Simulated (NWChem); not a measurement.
**One shape, several levels: CH5FOSi (SMILES CO[SiH2]F)**

Wanted: a comparison of 4 runs (HF/def2-SVP, PBE0/def2-SVP, B3LYP/STO-3G, PBE/STO-3G) of CH5FOSi. 

The calculation is run with NWChem 7.3.0.

**1. Starting point**

CH5FOSi has 9 atoms, charge 0, and is taken as a singlet. As SMILES, `CO[SiH2]F`. The coordinates come from a PBE0-D4/def2-TZVP relaxation. This is one conformer, not always the lowest.

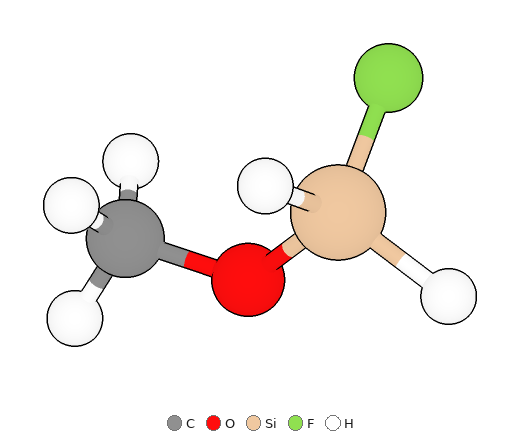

Viewed from a chosen angle; carbon grey, oxygen red, silicon light orange, fluorine green, hydrogen white.

**2. Energy and gradient at HF/def2-SVP (run 1)**

Input file run.py:

```python
from ase import Atoms
from ase.calculators.nwchem import NWChem

system = Atoms(['C', 'O', 'Si', 'F', 'H', 'H', 'H', 'H', 'H'], positions=[
    [-0.280200, 1.150700, -0.688400],
    [-0.743600, -0.064200, -0.138000],
    [0.168900, -1.127700, 0.679900],
    [1.202000, -1.865200, -0.290100],
    [0.189600, 0.979000, -1.660800],
    [-1.135900, 1.813600, -0.823000],
    [0.443400, 1.643500, -0.029000],
    [-0.748200, -2.141700, 1.231900],
    [0.992400, -0.434200, 1.700300],
])

calc = NWChem(
    label='mol',
    theory='scf',
    memory='2200 mb',
    basis='def2-SVP',
    basispar='spherical bse',
    scf={'nopen': '0', 'rhf': None, 'thresh': '1e-08', 'maxiter': '80'},
)
system.calc = calc

forces = system.get_forces()
e = system.get_potential_energy()
print(f"E = {e:.6f} eV")
print("forces (eV/A):")
for s, f in zip(system.symbols, forces):
    print(f"{s:2s} {f[0]:10.5f} {f[1]:10.5f} {f[2]:10.5f}")
print("dipole (e A):", system.get_dipole_moment().round(4))
```

Run with:

```sh
$ export ASE_NWCHEM_COMMAND="nwchem PREFIX.nwi > PREFIX.nwo"
$ python run.py
```

Log:

```text
E = -13710.292106 eV
forces (eV/A):
C    -0.27192   -0.19751    0.01172
O     0.32967    0.63954   -0.29748
Si   -0.35430   -0.18342    0.66041
F     0.25984   -0.13951   -0.29619
H    -0.04767    0.01265    0.10341
H     0.10629   -0.05307    0.00329
H    -0.08906   -0.06345   -0.05764
H     0.18990    0.09960   -0.00437
H    -0.12280   -0.11483   -0.12310
dipole (e A): [-0.0063  0.3768  0.1038]
```

The calculator wrote mol.nwi:

```
title "mol"

permanent_dir mol

scratch_dir mol

start mol

geometry units angstrom nocenter noautosym noautoz
  C  -2.8020000000000000e-01 1.1507000000000001e+00 -6.8840000000000001e-01
  O  -7.4360000000000004e-01 -6.4199999999999993e-02 -1.3800000000000001e-01
  Si 1.6889999999999999e-01 -1.1276999999999999e+00 6.7989999999999995e-01
  F  1.2020000000000000e+00 -1.8652000000000000e+00 -2.9010000000000002e-01
  H  1.8959999999999999e-01 9.7899999999999998e-01 -1.6608000000000001e+00
  H  -1.1358999999999999e+00 1.8136000000000001e+00 -8.2299999999999995e-01
  H  4.4340000000000002e-01 1.6435000000000000e+00 -2.9000000000000001e-02
  H  -7.4819999999999998e-01 -2.1417000000000002e+00 1.2319000000000000e+00
  H  9.9239999999999995e-01 -4.3419999999999997e-01 1.7002999999999999e+00
end

memory 2200 mb

basis spherical bse noprint
   * library def2-SVP
end

scf
  nopen 0
  rhf
  thresh 1e-08
  maxiter 80
end

task scf gradient
```

mol.nwo:

```text
Northwest Computational Chemistry Package (NWChem) 7.3.0
             --------------------------------------------------------

           Job information
           ---------------

    nwchem branch   = 7.3.0
    use scalapack   = T
    input           = mol.nwi
    prefix          = mol.
    data base       = mol/mol.db
    status          = startup
    nproc           =        1

           Memory information
           ------------------

    heap     =     72089598 doubles =      550.0 Mbytes
    stack    =     72089595 doubles =      550.0 Mbytes
    global   =    144179200 doubles =     1100.0 Mbytes (distinct from heap & stack)
    total    =    288358393 doubles =     2200.0 Mbytes
    verify   = yes
    hardfail = no

           Directory information
           ---------------------

  0 permanent = mol
  0 scratch   = mol

                                NWChem Input Module
                                -------------------

                                        mol
                                        ---

[... 127 lines left out ...]
 Convergence threshold     :          1.000E-08
[... 12 lines left out ...]
       Final RHF  results
[... 3 lines left out ...]
      One-electron energy =  -1060.309678994215
[... 1 line left out ...]
 Nuclear repulsion energy =    182.271987753422
[... 39 lines left out ...]
                       ROHF Final Molecular Orbital Analysis
[... 211 lines left out ...]
     1   1 0 0     -0.011814      0.000000     10.004020
[... 8 lines of this table left out ...]
     2   0 0 2    -22.461287      0.000000     64.528639

                              NWChem Gradients Module
                              -----------------------

                                        mol

  wavefunction    =   RHF

                         RHF ENERGY GRADIENTS

    atom               coordinates                        gradient
                 x          y          z           x          y          z
   1 C      -0.529501   2.174508  -1.300887    0.005288   0.003841  -0.000228
   2 O      -1.405200  -0.121320  -0.260782   -0.006411  -0.012437   0.005785
   3 Si      0.319175  -2.131044   1.284825    0.006890   0.003567  -0.012843
[... 5 lines of this table left out ...]
   9 H       1.875364  -0.820519   3.213101    0.002388   0.002233   0.002394

                 ----------------------------------------
                 |  Time  |  1-e(secs)   |  2-e(secs)   |
                 ----------------------------------------
                 |  CPU   |       0.00   |       2.30   |
                 ----------------------------------------
                 |  WALL  |       0.00   |       2.30   |
                 ----------------------------------------

 Task  times  cpu:        8.3s     wall:        8.3s
 Total times  cpu:        8.3s     wall:        8.3s
```

Wall time 9.3 s (1 thread of Intel Xeon 6975P-C (Granite Rapids), shared host); peak memory 0.099 GiB.

**3. Energy and gradient at PBE0/def2-SVP (run 2)**

run.py, as its differences from that of step 2:

```diff
@@ -16,4 +16,4 @@
 calc = NWChem(
-    label='mol',
-    theory='scf',
+    label='run',
+    theory='dft',
     memory='2200 mb',
@@ -21,3 +21,3 @@
     basispar='spherical bse',
-    scf={'nopen': '0', 'rhf': None, 'thresh': '1e-08', 'maxiter': '80'},
+    dft={'xc': 'pbe0', 'mult': '1', 'grid': 'xfine', 'convergence': 'energy 1e-08', 'iterations': '100', 'mulliken': None, 'print': 'low'},
 )
@@ -26,4 +26,3 @@
 forces = system.get_forces()
-e = system.get_potential_energy()
-print(f"E = {e:.6f} eV")
+print("Total energy (eV):", round(system.get_potential_energy(), 6))
 print("forces (eV/A):")
@@ -31,2 +30 @@
     print(f"{s:2s} {f[0]:10.5f} {f[1]:10.5f} {f[2]:10.5f}")
-print("dipole (e A):", system.get_dipole_moment().round(4))
```

Run with:

```sh
$ export ASE_NWCHEM_COMMAND="nwchem PREFIX.nwi > PREFIX.nwo"
$ python run.py
```

Log:

```text
Total energy (eV): -13745.717101
forces (eV/A):
C    -0.22636   -0.48517    0.21201
O    -0.29074    0.65208   -0.43508
Si   -0.20476   -0.11344    0.82476
F     0.61686   -0.43205   -0.59588
H     0.13539   -0.00226   -0.27578
H    -0.21104    0.22358   -0.06330
H     0.19813    0.16517    0.15720
H    -0.07976   -0.07713    0.07050
H     0.06232    0.06927    0.10557
```

The calculator wrote run.nwi:

```
title "run"

permanent_dir run

scratch_dir run

start run

geometry units angstrom nocenter noautosym noautoz
  C  -2.8020000000000000e-01 1.1507000000000001e+00 -6.8840000000000001e-01
  O  -7.4360000000000004e-01 -6.4199999999999993e-02 -1.3800000000000001e-01
  Si 1.6889999999999999e-01 -1.1276999999999999e+00 6.7989999999999995e-01
  F  1.2020000000000000e+00 -1.8652000000000000e+00 -2.9010000000000002e-01
  H  1.8959999999999999e-01 9.7899999999999998e-01 -1.6608000000000001e+00
  H  -1.1358999999999999e+00 1.8136000000000001e+00 -8.2299999999999995e-01
  H  4.4340000000000002e-01 1.6435000000000000e+00 -2.9000000000000001e-02
  H  -7.4819999999999998e-01 -2.1417000000000002e+00 1.2319000000000000e+00
  H  9.9239999999999995e-01 -4.3419999999999997e-01 1.7002999999999999e+00
end

memory 2200 mb

basis spherical bse noprint
   * library def2-SVP
end

dft
  xc pbe0
  mult 1
  grid xfine
  convergence energy 1e-08
  iterations 100
  mulliken
  print low
end

task dft gradient
```

run.nwo:

```text
Northwest Computational Chemistry Package (NWChem) 7.3.0
             --------------------------------------------------------

           Job information
           ---------------

    nwchem branch   = 7.3.0
    use scalapack   = T
    input           = run.nwi
    prefix          = run.
    data base       = run/run.db
    status          = startup
    nproc           =        1

           Memory information
           ------------------

    heap     =     72089598 doubles =      550.0 Mbytes
    stack    =     72089595 doubles =      550.0 Mbytes
    global   =    144179200 doubles =     1100.0 Mbytes (distinct from heap & stack)
    total    =    288358393 doubles =     2200.0 Mbytes
    verify   = yes
    hardfail = no

           Directory information
           ---------------------

  0 permanent = run
  0 scratch   = run

                                NWChem Input Module
                                -------------------

                                        run
                                        ---

[... 27 lines left out ...]
            Nuclear Dipole moment (a.u.)
[... 76 lines left out ...]
   convergence    iter        energy       DeltaE   RMS-Dens  Diis-err    time
[... 13 lines left out ...]
         Total DFT energy =     -505.145790386013
      One electron energy =    -1060.698794435465
           Coulomb energy =      420.289023934600
    Exchange-Corr. energy =      -47.008007638570
 Nuclear repulsion energy =      182.271987753422
[... 17 lines left out ...]
     -------------------------------------------
      Total Density - Lowdin Population Analysis
     -------------------------------------------

    Atom       Charge   Shell Charges
 -----------   ------   -------------------------------------------------------
    1 C    6     5.93   1.96  0.57  0.31  1.83  1.13  0.13
    2 O    8     8.25   1.97  0.89  0.59  2.76  2.02  0.02
    3 Si  14    13.46   2.00  1.93  0.61  0.32  5.81  1.22  0.88  0.69
[... 5 lines of this table left out ...]
    9 H    1     1.12   0.65  0.44  0.02

                         DFT ENERGY GRADIENTS

    atom               coordinates                        gradient
                 x          y          z           x          y          z
   1 C      -0.529501   2.174508  -1.300887    0.004402   0.009435  -0.004123
   2 O      -1.405200  -0.121320  -0.260782    0.005654  -0.012681   0.008461
   3 Si      0.319175  -2.131044   1.284825    0.003982   0.002206  -0.016039
[... 5 lines of this table left out ...]
   9 H       1.875364  -0.820519   3.213101   -0.001212  -0.001347  -0.002053

 Task  times  cpu:       27.5s     wall:       27.5s
 Total times  cpu:       27.5s     wall:       27.5s
```

Run time: 29 s. Hardware: 1 thread of Intel Xeon 6975P-C (Granite Rapids), shared host; peak memory 0.14 GiB.

Run 3 isn't shown in full; the table further down has it.

**4. Energy and forces at PBE/STO-3G (run 4)**

Input file struct.nw:

```
start struct
memory total 2200 mb
charge 0

geometry noautosym nocenter noautoz
  C    -0.280200    1.150700   -0.688400
  O    -0.743600   -0.064200   -0.138000
  Si    0.168900   -1.127700    0.679900
  F     1.202000   -1.865200   -0.290100
  H     0.189600    0.979000   -1.660800
  H    -1.135900    1.813600   -0.823000
  H     0.443400    1.643500   -0.029000
  H    -0.748200   -2.141700    1.231900
  H     0.992400   -0.434200    1.700300
end

basis spherical bse
  * library STO-3G
end

dft
  xc xpbe96 cpbe96
  mult 1
  grid xfine
  convergence energy 1e-08
  iterations 100
  mulliken
  print medium
end

task dft gradient
```

Run with:

```sh
$ nwchem struct.nw > struct.out
```

Log:

```text
[...]
          Wavefunction type:  closed shell.
          No. of atoms     :     9
          No. of electrons :    42
[...]
          Charge           :     0
          Spin multiplicity:     1
[...]
          AO basis - number of functions:    29
[...]
              XC Information
              --------------
          PerdewBurkeErnzerhof Exchange Functional  1.000
            Perdew 1991 LDA Correlation Functional  1.000 local
           PerdewBurkeErnz. Correlation Functional  1.000 non-local
[...]
 d= 0,ls=0.0,diis     1   -498.7892594479 -6.81D+02  9.22D-02  8.15D-01     1.0
[...]
 d= 0,ls=0.0,diis    10   -498.9519681471 -2.99D-09  1.09D-06  6.36D-10     7.3
         Total DFT energy =     -498.951968147144
      One electron energy =    -1056.424135313633
           Coulomb energy =      422.387960103424
    Exchange-Corr. energy =      -47.187780690357
 Nuclear repulsion energy =      182.271987753422
[...]
      Total Density - Mulliken Population Analysis
     ---------------------------------------------
    Atom       Charge   Shell Charges
 -----------   ------   -------------------------------------------------------
    1 C    6     6.15   1.99  1.20  2.96
    2 O    8     8.36   2.00  1.81  4.55
    3 Si  14    13.23   2.00  1.98  5.87  1.19  2.19
    4 F    9     9.23   2.00  1.96  5.27
    5 H    1     0.92   0.92
    6 H    1     0.91   0.91
    7 H    1     0.93   0.93
    8 H    1     1.13   1.13
    9 H    1     1.14   1.14
[...]
  wavefunction    = closed shell
                         DFT ENERGY GRADIENTS
    atom               coordinates                        gradient
                 x          y          z           x          y          z
   1 C      -0.529501   2.174508  -1.300887   -0.011505   0.009054  -0.009764
   2 O      -1.405200  -0.121320  -0.260782    0.059253   0.000195   0.013414
   3 Si      0.319175  -2.131044   1.284825   -0.016543   0.009200  -0.045803
   4 F       2.271451  -3.524717  -0.548210   -0.025536   0.019429   0.025766
   5 H       0.358292   1.850042  -3.138457   -0.010659  -0.003777   0.020031
   6 H      -2.146540   3.427207  -1.555244    0.014106  -0.014113   0.004278
   7 H       0.837905   3.105765  -0.054802   -0.014029  -0.015090  -0.006883
   8 H      -1.413893  -4.047226   2.327953    0.000218  -0.007375   0.000112
   9 H       1.875364  -0.820519   3.213101    0.004695   0.002478  -0.001151
[...]
```

It took 9.6 s on 1 thread of Intel Xeon 6975P-C (Granite Rapids), shared host; peak memory 0.14 GiB.

**5. Overview of the runs**

| run | level | iteration cap | module | energy (Eh) | dipole moment (D) | HOMO energy (eV) | LUMO energy (eV) | wall time |
| --- | --- | --- | --- | --- | --- | --- | --- | --- |
| 1 | HF/def2-SVP | 80 | scf | -503.843946 | 1.88 | -12.69 | 4.67 | 9.3 s |
| 2 | PBE0/def2-SVP | 100 | dft | -505.145790 | – | – | – | 29 s |
| 3 | B3LYP/STO-3G | 100 | dft | -499.350007 | 0.79 | -4.05 | 7.01 | 8.4 s |
| 4 | PBE/STO-3G | 100 | dft | -498.951968 | 0.71 | -2.49 | 5.94 | 9.6 s |

**6. Outcome**

| quantity | value |
| --- | --- |
| run 4: total energy | -498.95197 Eh |
| run 4: dipole moment | 0.71 D |
| run 4: HOMO energy | -2.49 eV |
| run 4: LUMO energy | 5.94 eV |
| run 4: HOMO–LUMO gap | 8.43 eV |
| run 4: largest force on an atom | 3.124 eV/Å |

In words: Over runs 1, 3, 4 the dipole moment (its size) runs from 0.71 D (PBE/STO-3G) to 1.88 D (HF/def2-SVP). The two ends differ in method and basis. Over runs 1, 3, 4 the HOMO–LUMO gap runs from 8.43 eV (PBE/STO-3G) to 17.36 eV (HF/def2-SVP). Totals of different functionals can't be ranked against each other. In runs 3, 4 the basis is minimal, so the values are rough. All runs together took 56 s, the longest 29 s.
